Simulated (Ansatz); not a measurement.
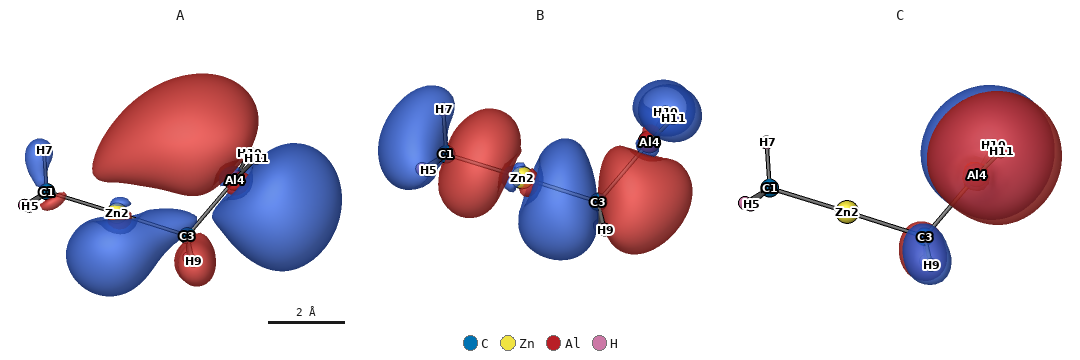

C2H7AlZn (SMILES [CH3][Zn][CH2][AlH2]). Three frontier orbitals at ±0.06 Å⁻³ᐟ² (blue and red are the two phases), in no order.

Geometry: PBE0-D4/def2-TZVP.

Method: Ansatz, RKS PBE0-D4/def2-TZVPP.

Input file:

```
crystal:
  periodic: [false, false, false]
  atoms:
    - {symbol: C, position_ang: [-0.080162, 2.545413, 0.053898]}
    - {symbol: Zn, position_ang: [-0.386864, 0.630268, 0.131263]}
    - {symbol: C, position_ang: [-0.712764, -1.288386, 0.214922]}
    - {symbol: Al, position_ang: [0.825432, -2.320869, -0.290814]}
    - {symbol: H, position_ang: [-0.192066, 2.999620, 1.041687]}
    - {symbol: H, position_ang: [-0.791392, 3.028620, -0.620776]}
    - {symbol: H, position_ang: [0.928051, 2.766816, -0.305672]}
    - {symbol: H, position_ang: [-1.566647, -1.458734, -0.451601]}
    - {symbol: H, position_ang: [-1.020458, -1.477551, 1.250228]}
    - {symbol: H, position_ang: [1.079325, -2.696854, -1.817349]}
    - {symbol: H, position_ang: [1.917535, -2.728342, 0.794204]}
basis:
  gaussian: {orbitals: def2-TZVPP}
hamiltonian: {xc: pbe0, dispersion: d4}
output: {orbitals: {seedname: orbitals}}
```

Run with:

```sh
ansatz run in.yaml --threads 2 --pin off --events-out ev --progress --plain --max-ram 31744MiB --backend cpu
```

> Which picture is the HOMO−1, the HOMO and the LUMO?

C is the HOMO−1 (−8.07 eV). Its weight (Hirshfeld) is mainly on Al4 (about 35 %), H10 (about 30 %) and H11 (about 30 %). B is the HOMO (−7.16 eV). Its weight (Hirshfeld) is mainly on C3 (about 35 %), C1 (about 20 %), Zn2 (about 15 %) and Al4 (about 10 %). A is the LUMO (−1.21 eV). Its weight (Hirshfeld) is mainly on Al4 (about 60 %), Zn2 (about 20 %) and C3 (about 5 %).

> What is the HOMO–LUMO gap?

5.95 eV between the orbital energies.
